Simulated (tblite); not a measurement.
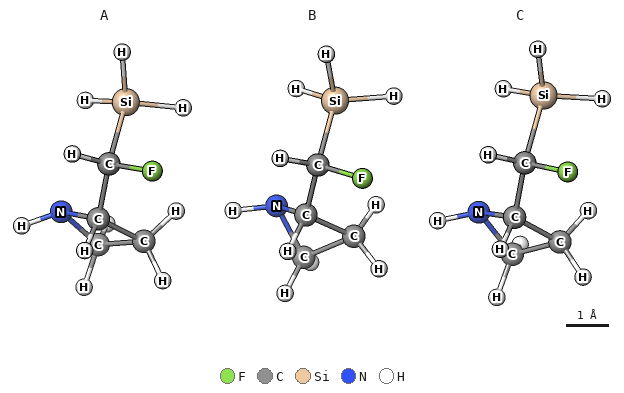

3 geometries from one relaxation of C4H10FNSi, in shuffled order. Style: ball-and-stick. Shown from a free direction.

All numbers below come from tblite 0.8.0, GFN2-xTB geometry optimisation, gas phase. 

### Order the frames from highest to lowest energy.

B, C, A. They are steps 0, 20, 83, at +18.5 kcal/mol, +1.64 kcal/mol relative to the last. The largest move after the best rigid fit is that of an H atom, 0.93 Å. By element the largest moves are H 0.93 Å, N 0.36 Å, C 0.35 Å, F 0.23 Å, Si 0.19 Å. Among the contacts that change: C–Si 1.838 → 1.923 Å, H–Si 1.504 → 1.465 Å, C–C 1.484 → 1.520 Å, H–N 1.046 → 1.013 Å. Among the angles between lasting bonds that change: C–C–H 117.5° → 109.8°, H–C–H 116.5° → 109.1°, H–C–H 116.8° → 109.6°. Groups turn about C–C by about 30°, C–C by about 25°, C–N by about 25°. After 83 geometry steps the energy has fallen by 18.5 kcal/mol.
